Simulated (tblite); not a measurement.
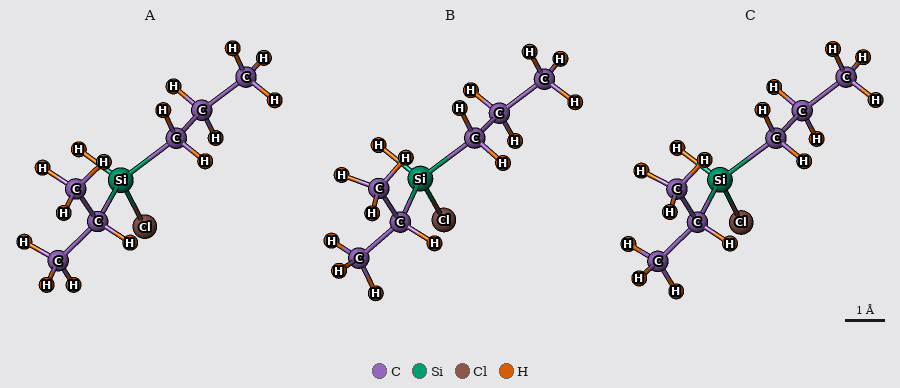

3 geometries from one relaxation of C₆H₁₅ClSi, in shuffled order. Style: ball-and-stick. Shown from a free direction.

Level of theory: GFN2-xTB geometry optimisation, gas phase in tblite. 

### Order the frames from highest to lowest energy.

B, C, A. They are steps 0, 20, 61, at +49.4 kJ/mol, +3.51 kJ/mol relative to the last. After 61 geometry steps the energy has fallen by 49.4 kJ/mol. The atom that moves furthest after the best rigid fit is an H atom (0.43 Å). By element the largest moves are H 0.43 Å, Cl 0.24 Å, C 0.13 Å, Si 0.05 Å. Some distances before and after: Cl–Si 2.107 → 2.029 Å, C–H 1.135 → 1.087 Å, C–Si 1.869 → 1.913 Å, C–C 1.491 → 1.527 Å. Among the angles between lasting bonds that change: H–C–H 113.4° → 108.3°, C–C–H 105.6° → 110.5°, Si–C–C 106.5° → 111.5°. Groups turn about C–C by about 20°. The run took 0.54 s on 1 thread of Arm Neoverse V2 (shared host).
